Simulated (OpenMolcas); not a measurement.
**Run report: Fe²⁺ complex, multiconfigurational calculation (part 2 of 2)**

The same run, continued: Fe²⁺ with 6 ligands (S; octahedron, 2.65 Å), neutralised by 6 outer point charges of +1.7 e, whose field is part of the energies. Method: state-averaged CASSCF, active space 6 electrons in the shell 3d, basis ANO-RCC-VTZP on the metal and ANO-RCC-VDZP on the ligands, DKH2 scalar Hamiltonian, spin-orbit coupling by RASSI with atomic mean-field integrals (OpenMolcas).

**The program's output (extracts), continued**
```
--- RASSI ---
SPIN-FREE ENERGIES:
  (Shifted by EMIN (a.u.) =      -3668.6639750090)

 SF State       Relative EMIN(au)   Rel lowest level(eV)    D:o, cm**(-1)

     1             0.0000000000        0.0000000000              0.0000
     2             0.0000000000        0.0000000000              0.0000
     3             0.0000000000        0.0000000000              0.0000
     4             0.0057898761        0.1575505547           1270.7309
     5             0.0057898761        0.1575505547           1270.7309
     6             0.0965519148        2.6273114476          21190.6959
     7             0.0965519148        2.6273114476          21190.6959
     8             0.0965519148        2.6273114476          21190.6959
     9             0.0989016473        2.6912509243          21706.4026
    10             0.0989016473        2.6912509243          21706.4026
    11             0.0989016473        2.6912509243          21706.4026
    12             0.1024078374        2.7866592192          22475.9224
    13             0.1024078374        2.7866592192          22475.9224
    14             0.1024078374        2.7866592192          22475.9224
    15             0.1036272498        2.8198411189          22743.5524
    16             0.1036272498        2.8198411189          22743.5524
    17             0.1116512372        3.0381849390          24504.6141
    18             0.1116512372        3.0381849390          24504.6141
    19             0.1116512372        3.0381849390          24504.6141
    20             0.1158376677        3.1521035176          25423.4294
    21             0.1158376677        3.1521035176          25423.4294
    22             0.1158376677        3.1521035176          25423.4294
    23             0.1173910171        3.1943723082          25764.3502
    24             0.1173910171        3.1943723082          25764.3502
    25             0.1173910171        3.1943723082          25764.3502
    26             0.1186676677        3.2291117394          26044.5426
    27             0.1243768922        3.3844676525          27297.5726
    28             0.1243768922        3.3844676525          27297.5726
    29             0.1243768922        3.3844676525          27297.5726
    30             0.1277911583        3.4773745677          28046.9174
    31             0.1277911583        3.4773745677          28046.9174
    32             0.1306621589        3.5554984723          28677.0291
    33             0.1306621589        3.5554984723          28677.0291
    34             0.1306621589        3.5554984723          28677.0291
    35             0.1313034480        3.5729488391          28817.7758
    51             0.1408196134        3.8318968916          30906.3327
    52             0.1442723593        3.9258508931          31664.1229
    53             0.1442723593        3.9258508931          31664.1229
    54             0.1442723593        3.9258508931          31664.1229
    55             0.1476357398        4.0173731405          32402.2996
Eigenvalues of complex Hamiltonian:
   -----------------------------------
  (Shifted by EMIN (a.u.) =      -3668.6639750090)

 SO State       Relative EMIN(au)   Rel lowest level(eV)    D:o, cm**(-1)

     1            -0.0016498488        0.0000000000              0.0000
     2            -0.0016498488        0.0000000000              0.0000
     3            -0.0016498488        0.0000000000              0.0000
     4            -0.0009947707        0.0178255837            143.7730
     5            -0.0009947707        0.0178255836            143.7730
     6            -0.0008532617        0.0216762388            174.8307
     7            -0.0008532617        0.0216762388            174.8307
     8            -0.0008532617        0.0216762388            174.8307
     9            -0.0001211250        0.0415986945            335.5161
    10             0.0004488227        0.0571077619            460.6052
    11             0.0004488227        0.0571077619            460.6052
    12             0.0004488227        0.0571077619            460.6052
    13             0.0007648968        0.0657085765            529.9754
    14             0.0007648968        0.0657085765            529.9754
    15             0.0007648968        0.0657085765            529.9754
    16             0.0057232923        0.2006333899           1618.2174
    17             0.0059194347        0.2059706962           1661.2657
    18             0.0059194347        0.2059706963           1661.2657
    19             0.0059194347        0.2059706962           1661.2657
    20             0.0060921990        0.2106718532           1699.1831
    21             0.0060921990        0.2106718532           1699.1831
    22             0.0063385108        0.2173743391           1753.2423
    23             0.0063385108        0.2173743392           1753.2423
    24             0.0063385108        0.2173743391           1753.2423
    25             0.0065612954        0.2234366169           1802.1379
    26             0.0955893793        2.6460141935          21341.5437
    27             0.0955893793        2.6460141938          21341.5437
    28             0.0956941613        2.6488654586          21364.5407
    29             0.0956941613        2.6488654589          21364.5407
    30             0.0956941613        2.6488654587          21364.5407
    31             0.0969403032        2.6827747070          21638.0373
    32             0.0969403032        2.6827747068          21638.0373
    33             0.0969403032        2.6827747066          21638.0373
    34             0.0971930609        2.6896525928          21693.5112
    35             0.0979222516        2.7094948830          21853.5500
    36             0.0983690118        2.7216518489          21951.6026
    37             0.0983690118        2.7216518484          21951.6026
    38             0.0983690118        2.7216518487          21951.6026
    39             0.0990655755        2.7406063125          22104.4806
    40             0.0990655755        2.7406063120          22104.4806
    41             0.0990655755        2.7406063122          22104.4806
Weights of the five most important spin-orbit-free states for each spin-orbit state.

 SO State  Total energy (au)           Spin-free states, spin, and weights
 -------------------------------------------------------------------------------------------------------
    1        -0.001650       1 2.0  0.3532    3 2.0  0.3150    2 2.0  0.3146    5 2.0  0.0135    4 2.0  0.0029
    2        -0.001650       2 2.0  0.3395    3 2.0  0.3286    1 2.0  0.3147    4 2.0  0.0088    5 2.0  0.0076
    3        -0.001650       3 2.0  0.3392    2 2.0  0.3287    1 2.0  0.3148    4 2.0  0.0129    5 2.0  0.0035
    4        -0.000995       3 2.0  0.6273    2 2.0  0.1602    1 2.0  0.1537    4 2.0  0.0289    5 2.0  0.0289
    5        -0.000995       1 2.0  0.4737    2 2.0  0.4673    5 2.0  0.0289    4 2.0  0.0289   21 1.0  0.0002
    6        -0.000853       3 2.0  0.8145    1 2.0  0.0693    2 2.0  0.0631    5 2.0  0.0512    4 2.0  0.0010
    7        -0.000853       2 2.0  0.8182    1 2.0  0.0660    3 2.0  0.0627    4 2.0  0.0342    5 2.0  0.0180
    8        -0.000853       1 2.0  0.8116    3 2.0  0.0696    2 2.0  0.0657    4 2.0  0.0431    5 2.0  0.0091
    9        -0.000121       3 2.0  0.2873    1 2.0  0.2873    2 2.0  0.2873    5 2.0  0.0684    4 2.0  0.0684
   10         0.000449       1 2.0  0.4285    3 2.0  0.4197    2 2.0  0.1004    4 2.0  0.0325    5 2.0  0.0181
   11         0.000449       2 2.0  0.4286    3 2.0  0.4270    1 2.0  0.0931    4 2.0  0.0421    5 2.0  0.0086
   12         0.000449       1 2.0  0.4271    2 2.0  0.4196    3 2.0  0.1019    5 2.0  0.0493    4 2.0  0.0014
```

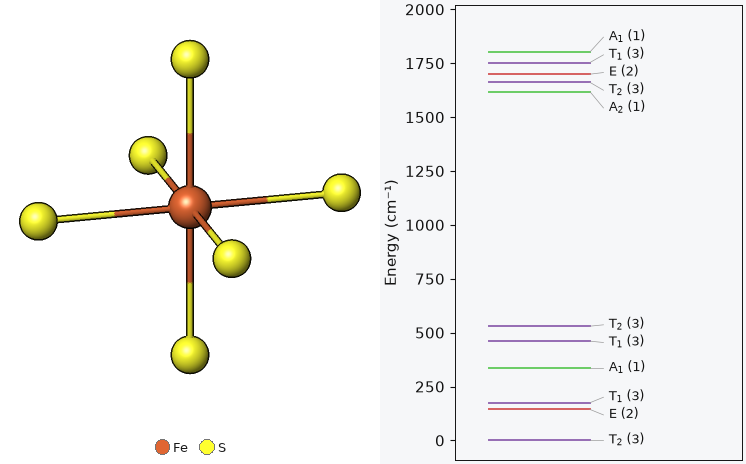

Fig. 2: Fe²⁺ (3d⁶) with 6 ligands, S²⁻, at 2.65 Å (arrangement: octahedron, Oh), neutralised by outer point charges of +1.7 e, and its levels. Labels give the representation in O, Td, D4 or D3 as the site allows (double group for half-integer spin) where it could be assigned and, in brackets, the degeneracy; spin-free states, where drawn, share the zero of the spin-orbit levels. The ground level is T₂, 3-fold degenerate, 100 % from states of spin multiplicity 5. The next level lies at 144 cm⁻¹ (E). The active orbitals hold 97 to 99 % metal character (Löwdin), and the Mulliken charge of the metal is +1.95.

**Summary**

| quantity | value |
| --- | --- |
| outcome | converged |
| energy of the lowest spin-free term | −3668.66398 hartree |
| energy of the lowest spin-orbit level | −3668.66562 hartree |
| largest spread among components of a term | 0.0 cm⁻¹ |
| wall time | 82 s |
| peak memory | 0.2 GiB |

**Notes**

Without dynamic correlation the splittings between terms come out too large, often by 20 to 50 %. To bear in mind: small active space favours high spin, ground spin may be wrong; covalent bonds, ligand orbitals missing from the active space; bare point charges leave oxide and sulfide ligands too diffuse, field too small; distances are set from ionic radii, not optimised.
